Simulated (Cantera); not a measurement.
Charge: 1 mol C2H5OH, 1.4 mol NH3, 9.6 mol H2, at 10.0 mbar.

Equilibrium computed with Cantera from the NASA thermochemical tables; the gas is ideal and each condensed phase is pure. Candidate condensed phases: C, C6H6, C7H8, C8H18, H2O; 169 gas species. Ions and electrons are included (thermal ionisation). Equilibrium is a limit: real reactors are often held back by kinetics, nucleation or transport.

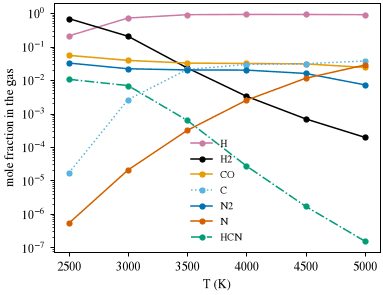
Figure: Equilibrium gas composition (values under 1e-9 drawn at 1e-9)

Question: Read off the mole fractions at 3500 K.

Answer: H about 0.90, CO about 0.032, H2 about 0.023, C about 0.021, N2 about 0.020, HCN about 0.00062, N about 0.00031.
